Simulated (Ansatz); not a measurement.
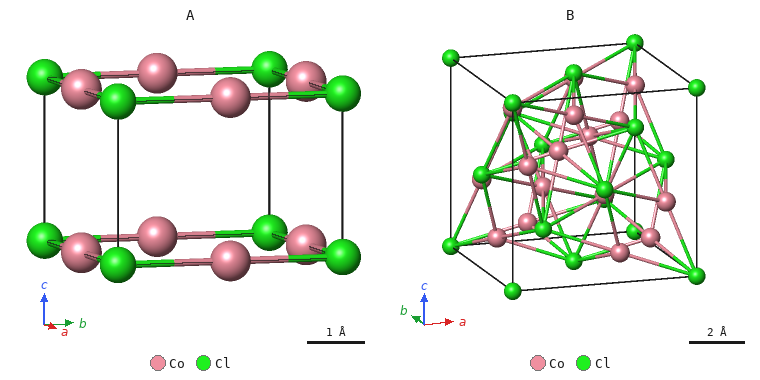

Two structures of Co2Cl, each relaxed to rest (conventional cells in solid outline, small ones repeated, not to one scale). Method: Ansatz, DFT PBE, scalar-relativistic, plane waves, PAW, with collinear spins.

Question: Which structures are these?

Answer: A: 3 atoms a cell on a primitive tetragonal lattice, P4/mmm. B: cubic Laves phase (C15, MgCu₂ type), Fd-3m.

Question: Which form lies lower?

Answer: B is lower, by 214 meV/atom at this level of theory (energies at zero smearing). Volumes: A 17.1, B 15.2 Å³/atom.

One or both may be structure types tried for this composition rather than known phases.
